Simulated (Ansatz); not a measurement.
**One shape, several levels: AlHOF (SMILES [O][AlH][F])**

Wanted: a comparison of 4 runs (U-revPBE/STO-3G, USVWN5/STO-3G, UMP2/STO-3G, UCCSDTQ/STO-3G) of AlHOF. 

The results are computed with Ansatz 0.2.0.

70 further runs of the same task are left out: 5 that didn't finish, 65 set aside as unsound or not needed.

**1. The structure to begin with**

AlHOF has 4 atoms, charge 0, and is taken as a doublet. SMILES: `[O][AlH][F]`. The H4–Al2 distance was set to 1.955 Å, away from the relaxed value.

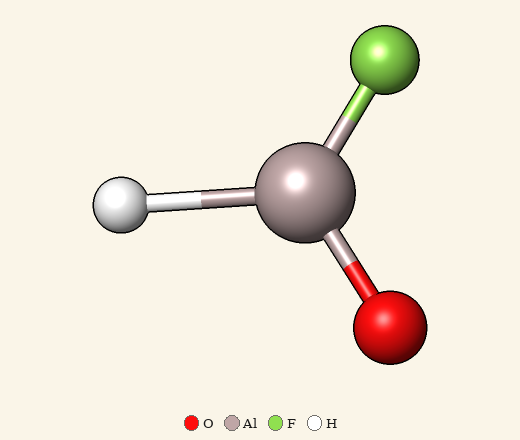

Viewed from a chosen angle; oxygen red, aluminium light grey, fluorine green, hydrogen white.

**2. A single-point energy at U-revPBE/STO-3G (run 1)**

Contents of job.yaml:

```yaml
crystal:
  periodic: [false, false, false]
  atoms:
    - {symbol: O, position_ang: [-0.436805, -1.301498, 1.312751]}
    - {symbol: Al, position_ang: [-0.270305, -0.213798, -0.023649]}
    - {symbol: F, position_ang: [-1.435005, -0.250198, -1.178849]}
    - {symbol: H, position_ang: [1.272100, 0.985600, -0.090400]}
basis:
  gaussian:
    orbitals: STO-3G
magnetization:
  spin_polarized: true
  initial_magnetization: 1
hamiltonian:
  xc: {name: revPBE}
accuracy: high
```

Started as:

```bash
$ ansatz run job.yaml --threads 1 --pin off --max-ram 2610MiB --events-out events.jsonl --progress --plain --runs-dir runs
```

What it wrote:

```text
Warning: RAYON_NUM_THREADS=1 ignored (pool sized by the plan → 1); use --threads N
Functional definition: revPBE
  name "revPBE"
  parameter kappa = 1.245
  parameter beta = 0.06672455060314922
  exchange = pbe_x(kappa = kappa, mu = beta*pi^2/3)
  correlation = pbe_c(beta = beta)
356 factors; integrals over basis functions are off by at most 3.6e-8 eV
mean field evaluation 1: about -11221.6232 eV, gradient 2.1e1 eV
mean field evaluation 2: about -11204.0505 eV, gradient 5.8e1 eV
mean field evaluation 4: about -11224.8409 eV, gradient 7.9e0 eV
mean field evaluation 8: about -11225.2968 eV, gradient 1.2e-1 eV
mean field evaluation 16: about -11225.2969 eV, gradient 5.1e-5 eV
mean field evaluation 32: about -11225.1521 eV, gradient 3.0e0 eV
mean field -11225.29693248 eV, -412.5220534889 hartree, gradient 2.0e-8 eV, S^2 0.753658; 4 other end points of the search recorded, 0 dependent functions left out
reference -11225.29693430 eV, -412.5220535558 hartree; 16, 15 occupied and 4, 5 virtual orbitals, 356 factors
Total energy: -11225.29693430 eV, -412.5220535558 hartree
```

Run time: 2.5 s. Hardware: 1 thread of Arm Neoverse V1, shared host; peak memory 0.13 GiB.

**3. A single-point energy at USVWN5/STO-3G (run 2)**

Contents of in.yaml:

```yaml
crystal:
  periodic: [false, false, false]
  atoms:
    - symbol: O
      position_ang: [-0.436805, -1.301498, 1.312751]
    - symbol: Al
      position_ang: [-0.270305, -0.213798, -0.023649]
    - symbol: F
      position_ang: [-1.435005, -0.250198, -1.178849]
    - symbol: H
      position_ang: [1.272100, 0.985600, -0.090400]
basis:
  gaussian: {orbitals: STO-3G}
accuracy: high
magnetization: {spin_polarized: true, initial_magnetization: 1}
hamiltonian: {xc: {name: SVWN5}}
```

Started as:

```bash
$ ansatz run in.yaml --threads 1 --pin off --max-ram 2610MiB --events-out events.jsonl --progress --plain --runs-dir runs
```

What it wrote:

```text
Warning: RAYON_NUM_THREADS=1 ignored (pool sized by the plan → 1); use --threads N
Functional definition: SVWN5
  name "SVWN5"
  exchange = slater_x
  correlation = vwn5_c
356 factors; integrals over basis functions are off by at most 3.6e-8 eV
mean field evaluation 1: about -11161.2744 eV, gradient 2.3e1 eV
mean field evaluation 2: about -11108.2478 eV, gradient 9.2e1 eV
mean field evaluation 4: about -11163.8812 eV, gradient 1.5e1 eV
mean field evaluation 8: about -11165.5194 eV, gradient 4.6e-2 eV
mean field evaluation 16: about -11165.4749 eV, gradient 2.6e-6 eV
mean field evaluation 32: about -11164.9802 eV, gradient 2.0e-2 eV
mean field -11165.47485383 eV, -410.3236326476 hartree, gradient 6.4e-8 eV, S^2 0.755057; 4 other end points of the search recorded, 0 dependent functions left out
reference -11165.47485524 eV, -410.3236326995 hartree; 16, 15 occupied and 4, 5 virtual orbitals, 356 factors
Total energy: -11165.47485524 eV, -410.3236326995 hartree
```

It took 1.3 s on 1 thread of Arm Neoverse V1, shared host; peak memory 0.11 GiB.

Run 3 isn't shown in full; the table further down has it.

**4. A single-point energy at UCCSDTQ/STO-3G (run 4)**

Contents of job.yaml:

```yaml
crystal:
  periodic: [false, false, false]
  atoms:
    - symbol: O
      position_ang: [-0.436805, -1.301498, 1.312751]
    - symbol: Al
      position_ang: [-0.270305, -0.213798, -0.023649]
    - symbol: F
      position_ang: [-1.435005, -0.250198, -1.178849]
    - symbol: H
      position_ang: [1.272100, 0.985600, -0.090400]
basis:
  gaussian: {orbitals: STO-3G}
magnetization: {spin_polarized: true, initial_magnetization: 1}
correlation: {method: ccsdtq, frozen_orbitals: {Al: 5, F: 1, H: 0, O: 1}}
accuracy: high
scf: {omitted_lower_state_checks: [cluster_reference, increment]}
```

Started as:

```bash
$ ansatz run job.yaml --threads 1 --pin off --max-ram 2610MiB --events-out events.jsonl --progress --plain --runs-dir runs
```

What it wrote:

```text
Warning: RAYON_NUM_THREADS=1 ignored (pool sized by the plan → 1); use --threads N
[... 15 lines left out ...]
7 core orbitals not correlated: weight in the atoms' cores, before any rotation towards them, 1.000 or more for the frozen orbitals, at most 0.000 for the correlated occupied ones
[... 51 lines left out ...]
Total energy: -11198.73286019 eV, -411.5458418381 hartree
Checks for a lower state left out: cluster_reference, increment
```

It took 91 s on 1 thread of Arm Neoverse V1, shared host; peak memory 0.53 GiB.

**5. All runs side by side**

```csv
run,level,frozen core orbitals,energy (Eh),⟨S²⟩,wall time
1,U-revPBE/STO-3G,–,-412.522054,0.754,2.5 s
2,USVWN5/STO-3G,–,-410.323633,0.755,1.3 s
3,UMP2/STO-3G,7,-411.515101,0.757,0.36 s
4,UCCSDTQ/STO-3G,7,-411.545842,0.757,91 s
```

**6. Summary of results**

| quantity | value |
| --- | --- |
| run 4: total energy | -411.54584 Eh |
| run 4: correlation energy (7 core orbitals frozen) | -97.7 mEh |
| run 4: ⟨S²⟩ of the reference determinant | 0.757 |
| run 4: T1 diagnostic | 0.019 |

**Reading.** Totals of different functionals can't be ranked against each other. In runs 1, 2, 3, 4 the basis is minimal, so the values are rough. All runs together took 95 s, the longest 91 s.
